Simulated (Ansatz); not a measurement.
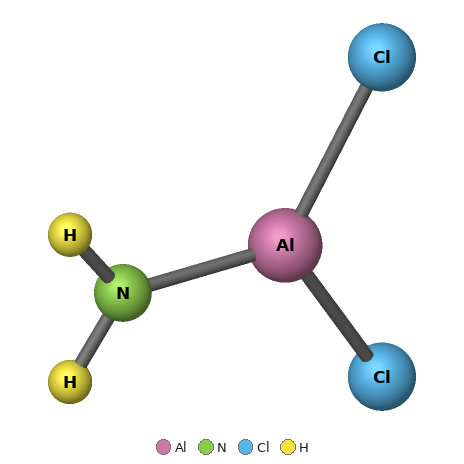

Harmonic vibrations computed with RKS PBE0-D4/def2-TZVP (Ansatz 0.2.0) at a stationary point of the same level.

**Minimum or transition state?**

A minimum: no imaginary frequency, and the lowest mode lies at 149 cm⁻¹.

**List the wavenumbers.**

12 modes: 149, 170, 222, 377, 392, 434, 579, 709, 874, 1560, 3617, 3711 cm⁻¹.
